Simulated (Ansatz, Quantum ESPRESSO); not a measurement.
# SrCl2 (Fm-3m): modes at Γ and the response to a field, part 3 of 3

Which modes does SrCl2 (Fm-3m) have at the zone centre?

Quantum ESPRESSO 7.5; DFT PBE, scalar-relativistic, plane waves, GBRV ultrasoft pseudopotentials.

So far, mean static dielectric tensor (ions relaxed, fixed cell): step 6 (modes with the sum rule) 8.55.

## (9) A second program

The same cell goes through another code, with its own cutoff. The potentials differ. Its k mesh is centred on Γ.

This step: DFT PBE, scalar-relativistic, plane waves, PseudoDojo norm-conserving pseudopotentials (Ansatz 0.2.0).

The input, input.yaml:

```yaml
crystal:
  lattice:
    - [-3.5196227986, 0.0, 3.5196227986]
    - [0.0, 3.5196227986, 3.5196227986]
    - [-3.5196227986, 3.5196227986, 0.0]
  atoms:
    - { symbol: Sr, position: [0.0, 0.0, 0.0] }
    - { symbol: Cl, position: [0.75, 0.75, 0.75] }
    - { symbol: Cl, position: [0.25, 0.25, 0.25] }
kpoints:
  mp_grid: { grid: [6, 6, 6] }
hamiltonian:
  xc: pbe
  pseudopotentials: { kind: nc, accuracy: standard }
scf:
  occupations: { method: fixed }
output:
  eigenvalues: true
phonons:
  method: dfpt
  dielectric: true
  rigid_motions: translations
```

Command:

```sh
ansatz run input.yaml --threads 4 --pin off --max-ram 8192MiB --backend cpu --events-out ev --progress --plain --runs-dir out
```

Numbers of over 12 decimals in the logs are rounded to 6 here.

What it wrote:

```text
Engine: ansatz 0.2.0, aarch64-unknown-linux-gnu
Pseudopotentials: kind: nc
Pseudopotential: Sr, nc, valence charge 10, recommended cutoff 925.187132 eV (normal), Sr.nc.azcp (PseudoDojo's, or run here from an input of PseudoDojo's; its table is named by hamiltonian.pseudopotentials.accuracy)
Pseudopotential: Cl, nc, valence charge 7, recommended cutoff 789.130201 eV (normal), Cl.nc.azcp (PseudoDojo's, or run here from an input of PseudoDojo's; its table is named by hamiltonian.pseudopotentials.accuracy)
Functional definition: PBE
  parameter kappa = 0.804
  parameter beta = 0.066725
  exchange = pbe_x(kappa = kappa, mu = beta*pi^2/3)
  correlation = pbe_c(beta = beta)
Crystal: 3 atoms, lattice volume = 87.200 Å³
Basis set: ecut = 925.187132 eV, 5601 PW (Γ), exchange–correlation on 100×100×100 points (8 copies of the dense FFT grid, shifted against one another)
Bands: 16, of which v1, the nominal top of the filled ones, is band 12 counted from 1 (11 counted from 0)
Symmetry: 48 space group operations
k-points: 46 of 216 (irreducible under 4 space group operations, time reversal used)
Non-local potential: Sr, projectors of the file, l = 0: 2, l = 1: 2, l = 2: 2
Non-local potential: Cl, projectors of the file, l = 0: 2, l = 1: 2, l = 2: 2
Initial density: superposition of atomic densities (chi_scale 0.1, normalization cell, long waves kept (reshape's long-wave potential 0.00 eV rms))
Initial wavefunctions: pseudopotential atomic-orbital guess
Functional: x = pbe(κ = 0.804, μ = 0.219515), c = pbe(β = 0.066725)
SCF iter   1: F=—  HF=-1832.573392 eV  |F-HF|=—  |Δ(HF+E_count)|=         —  Δρ=3.96e-2  dr2=2.53e0  ethr=3.10e-3  ⟨swp⟩=6.0  Hψ=4460  notcnv=0  defer=66
preconditioner: auto → none  [insulator: Δε(μ)=4.102 eV  Ē_g=13.321 eV  n_scr=14 (ndim 8)  ℏωp=18.7 eV  f_vac=0.017  ε∞_Penn≈3.0]
SCF iter   2: F=—  HF=-1831.539578 eV  |F-HF|=—  |Δ(HF+E_count)|=    1.03e0  Δρ=1.14e-2  dr2=1.76e-1  ethr=3.10e-3  ⟨swp⟩=4.8  Hψ=2220  notcnv=0  defer=38
SCF iter   3: F=—  HF=-1831.511697 eV  |F-HF|=—  |Δ(HF+E_count)|=   2.79e-2  Δρ=4.55e-3  dr2=1.71e-2  ethr=7.32e-4  ⟨swp⟩=2.4  Hψ=1173  notcnv=0  defer=79
SCF iter   4: F=—  HF=-1831.519072 eV  |F-HF|=—  |Δ(HF+E_count)|=   7.37e-3  Δρ=1.26e-3  dr2=9.27e-4  ethr=7.13e-5  ⟨swp⟩=4.7  Hψ=1475  notcnv=0  defer=89
SCF iter   5: F=—  HF=-1831.520253 eV  |F-HF|=—  |Δ(HF+E_count)|=   1.18e-3  Δρ=1.18e-4  dr2=1.94e-5  ethr=3.86e-6  ⟨swp⟩=2.8  Hψ=1193  notcnv=0  defer=89
SCF iter   6: F=—  HF=-1831.520262 eV  |F-HF|=—  |Δ(HF+E_count)|=   8.13e-6  Δρ=1.94e-5  dr2=4.54e-7  ethr=8.10e-8  ⟨swp⟩=2.5  Hψ=1296  notcnv=0  defer=89
SCF iter   7: F=—  HF=-1831.520228 eV  |F-HF|=—  |Δ(HF+E_count)|=   3.37e-5  Δρ=4.18e-6  dr2=1.90e-8  ethr=1.89e-9  ⟨swp⟩=2.2  Hψ=1102  notcnv=0  defer=70
SCF iter   8: F=—  HF=-1831.520228 eV  |F-HF|=—  |Δ(HF+E_count)|=   3.77e-9  Δρ=4.10e-7  dr2=2.20e-10  ethr=7.91e-11  ⟨swp⟩=3.0  Hψ=1459  notcnv=0  defer=70
SCF iter   9: F=-1831.520228 eV  HF=-1831.520228 eV  |F-HF|=6.82e-13  |Δ(HF+E_count)|=  7.50e-11  Δρ=4.66e-8  dr2=1.35e-12  ethr=1.00e-12  ⟨swp⟩=12.0  Hψ=6504  notcnv=0
SCF 1 converged in 9 iterations: F = -1831.520228 eV  dr2 = 1.35e-12
NSCF: frozen V_eff on 3 k-points
DFPT response loops at Γ: preconditioner auto → none (the input reference at scf.mixing.eps_inf says where Resta's filter doesn't serve); β = 0.50; Broyden in place of MSR1
SCF converged after 9 iterations
Free energy (F): -1831.520228 eV
Harris-Foulkes:  -1831.520228 eV  (|F-HF|=6.82e-13)
Internal energy: -1831.520228 eV  (E = F + TS)
E sigma→0 (E₀):  -1831.520228 eV
Fermi energy:    2.893253 eV
--- Per-component energies (eV) ---
  E_band       = -151.831573
  E_kinetic    = 553.877287
  E_local      = -1225.161141  (includes V_loc(G=0)·N_el)
  E_nonlocal   = 257.728128
  E_hartree    = 323.282713
  E_xc         = -473.841775
  E_vxc        = -384.841282  (∫ρ·V_xc dr)
  E_ewald      = -1267.405440
  E_smearing   = -0.000000  (= −TS)
  E_closure    = -0.000000  (closes the sum)
  Σ components = -1831.520228   (vs F -1831.520228, Δ=0.00e0)
--- Band table (eV; the first three rows and the last of 46) ---
  k-point 0: bands = [... 8 lower, 0.8674, 2.5693, 2.5693, 2.5693, 8.1323, 9.0076, 9.0076, 11.8240]
  k-point 1: bands = [... 8 lower, 1.0398, 2.2709, 2.4282, 2.4282, 8.7131, 9.2018, 9.2018, 10.8440]
  k-point 2: bands = [... 8 lower, 1.3671, 1.7733, 2.1121, 2.1121, 9.5070, 9.5070, 9.6583, 10.7754]
  k-point 45: bands = [... 8 lower, 1.0845, 2.5166, 2.5166, 2.8933, 8.4147, 9.8741, 10.4584, 10.8302]
--- Phonons (Γ-DFPT): 2 representative perturbations + reference, on 46 of 216 k-points (Σ response iterations 6) ---
  k mesh reduced under 4 symmetry operations, with k and −k counted as one. Each operation leaves every solved perturbation unchanged. A smaller set is not considered because the run solves the response to a homogeneous field
  ASR residual: 3.668e-5 → 0.000e0 eV/Å²; symmetrization residual: 5.258e-6 eV/Å²
  ASR residual per site (eV/Å²): 1.41e-7 3.67e-5 3.67e-5
  Γ frequencies (cm⁻¹): 0.00 0.00 0.00 125.92 125.92 125.92 171.07 171.07 171.07
  ε∞ (high-frequency dielectric tensor):
        2.879029    -0.000000     0.000000
        0.000000     2.879029    -0.000000
       -0.000000    -0.000000     2.879029
  ε⁰ (static dielectric tensor: ions relaxed, cell fixed):
        8.542867     0.000000    -0.000000
        0.000000     8.542867    -0.000000
       -0.000000    -0.000000     8.542867
  ε⁰ − ε∞ (ionic part):
        5.663838     0.000000    -0.000000
        0.000000     5.663838    -0.000000
       -0.000000    -0.000000     5.663838
  softest optical mode at Γ: 125.92 cm⁻¹; the repairs (sum rule, projections) moved no ω² at Γ by more than (0.80 cm⁻¹)²
  Born effective charges Z* (e; rows j = field, columns β = displacement):
    site 0:
         2.49745    0.00000    0.00000
        -0.00000    2.49745    0.00000
        -0.00000   -0.00000    2.49745
    site 1:
        -1.24872    0.00000   -0.00000
         0.00000   -1.24872   -0.00000
         0.00000    0.00000   -1.24872
    site 2:
        -1.24872   -0.00000   -0.00000
         0.00000   -1.24872   -0.00000
         0.00000    0.00000   -1.24872
  Z* charge neutrality: 5.823e-5 e pre-enforcement
  k-mesh period / interband length: 29.9 Å / 1.27 Å = 23.59 at k = (0.0000, 0.0000, 0.0000), direct gap 5.563 eV — 14 or more, which is no proof of convergence
  optical modes at Γ without the LO–TO term, one row a degenerate level:
      ω (cm⁻¹)  modes    IR ((D/Å)²/amu)
        125.92      3            11.0157
        171.07      3             0.0000
  optical modes at Γ + LO–TO along q̂ = [1.0000, 0.0000, 0.0000]:
      ω (cm⁻¹)  modes    IR ((D/Å)²/amu)
        125.92      2             7.3438
        171.07      3             0.0000
        216.91      1             3.6719
  optical modes at Γ + LO–TO along q̂ = [0.0000, 1.0000, 0.0000]:
      ω (cm⁻¹)  modes    IR ((D/Å)²/amu)
        125.92      2             7.3438
        171.07      3             0.0000
        216.91      1             3.6719
  optical modes at Γ + LO–TO along q̂ = [0.0000, 0.0000, 1.0000]:
      ω (cm⁻¹)  modes    IR ((D/Å)²/amu)
        125.92      2             7.3438
        171.07      3             0.0000
        216.91      1             3.6719
```

Run time: 27 s. Hardware: 4 threads of Arm Neoverse V1, shared host; peak memory 1.2 GiB.

Numbers from this step:

```yaml
gap_on_the_k_mesh: 5.239 eV
sum_rule_residual_before_enforcement: 3.67e-5 eV/Å²
miss_of_the_charge_sum_rule: 5.82e-5 e
highest_optical_zone_centre_mode_no_lo_to_term: 171.1 cm⁻¹
lowest_optical_zone_centre_mode: 125.9 cm⁻¹
mean_high_frequency_dielectric_constant: 2.879
mean_static_dielectric_constant: 8.543
highest_mode_moved_by_the_lo_to_term: 216.9 cm⁻¹
```

Transverse modes. Infrared lines, with heights relative to the strongest:

| position (cm⁻¹) | label | IR intensity ((D/Å)²/amu), degenerate modes summed, relative |
| --- | --- | --- |
| 126 | T1u | 100 |
| 171 | T2g | 0.0 |

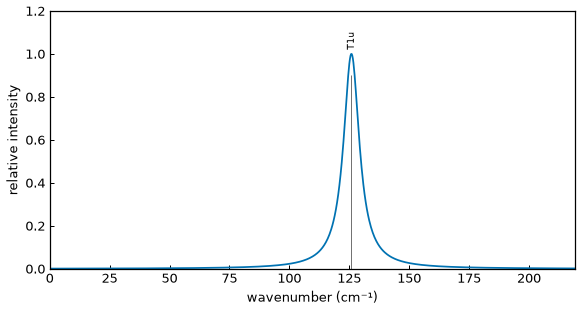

The infrared spectrum, broadened with Lorentzians of width 8 cm⁻¹; bars mark the lines.

## (10) The two compared: QE GBRV and Ansatz, PseudoDojo

Worked out from the results:

| Quantity | Value |
| --- | --- |
| root-mean-square difference | 0.09 cm⁻¹ |
| largest difference | 0.12 cm⁻¹ |

Frequencies side by side, by row:

| q (reciprocal lattice) | mode | QE GBRV (cm⁻¹) | Ansatz, PseudoDojo (cm⁻¹) |
| --- | --- | --- | --- |
| 0 0 0 | 1 | 0 | 0 |
| 0 0 0 | 2 | 0 | 0 |
| 0 0 0 | 3 | 0 | 0 |
| 0 0 0 | 4 | 125.8 | 125.9 |
| 0 0 0 | 5 | 125.8 | 125.9 |
| 0 0 0 | 6 | 125.8 | 125.9 |
| 0 0 0 | 7 | 171 | 171.1 |
| 0 0 0 | 8 | 171 | 171.1 |
| 0 0 0 | 9 | 171 | 171.1 |

The two runs side by side. Further quantities:

| quantity | QE GBRV | Ansatz, PseudoDojo |
| --- | --- | --- |
| mean ε∞ | 2.881 | 2.879 |
| largest Born charge in size (e; the first before, the second after the charge sum rule) | 2.497 | 2.497 |

At the zone centre the largest difference (acoustic modes at Γ apart) is 0.07 % of the highest mode.

## (11) Results

```
space group after relaxation                                           : Fm-3m
volume per atom                                                        : 29.1 Å³
gap on the k-mesh                                                      : 5.24 eV
highest optical zone-centre mode (no LO-TO term)                       : 171.0 cm⁻¹
lowest optical zone-centre mode                                        : 125.8 cm⁻¹
highest mode moved by the LO-TO term                                   : 216.8 cm⁻¹
mean high-frequency dielectric constant                                : 2.88
largest Born charge in size (third of the trace)                       : 2.50 e
mean static dielectric constant                                        : 8.55
imaginary optical modes at the zone centre (no q mesh in this session) : none
largest difference from Ansatz, PseudoDojo                             : 0.12 cm⁻¹
```

At the PBE level the optical modes of SrCl2 (Fm-3m) at the zone centre (no LO-TO term) run from 126 to 171 cm⁻¹. Along the directions run, the highest mode that the macroscopic field moves lies at 217 cm⁻¹. Lattice motion raises the mean dielectric constant from 2.881 to 8.555. The Born charge of Cl is -1.249 e against a formal charge of -1, somewhat above it. Of the 6 optical modes, 3 are infrared active alone and 3 are Raman active alone; inversion symmetry keeps the two sets apart. QE GBRV and Ansatz, PseudoDojo agree to 0.12 cm⁻¹ (0.07 % of the highest mode compared) on all solved modes but the acoustic ones at Γ, without the LO-TO term. These are harmonic frequencies at zero temperature: anharmonic shifts and linewidths and thermal expansion are left out.

[Host names and launcher messages were left out of these logs when they were recorded.]

[Logs are printed without paths, hosts, clocks, repeated set-up lines and the standing remarks that a program may print on its own settings, such as how far it seeks lower states.]

[Hosts, paths, dates, database ids (printed as entryN), source tags and the programs' standing remarks are cut or masked in the printed files.]
